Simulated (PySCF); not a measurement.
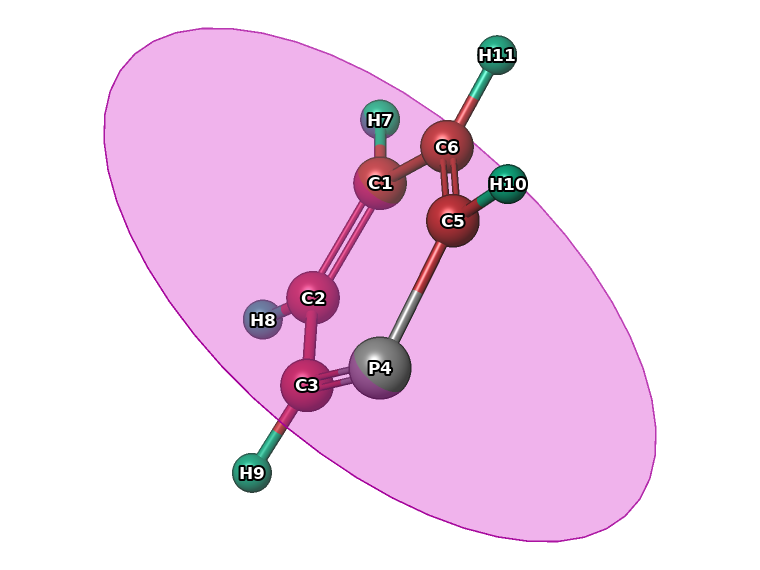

A disc through the centre of mass is drawn in. Distant atoms are faded towards the background colour. The geometry was computed by an optimisation with PBE0-D3(BJ)/def2-SVP. No frequency run is at hand to confirm it as a minimum.

Q: Is the plane of the disc a mirror plane of the structure?

A: Yes. The reflection leaves C1, P4, H7 in place and moves C2 ↔ C6; C3 ↔ C5; H8 ↔ H11; H9 ↔ H10. The point group is C2v.
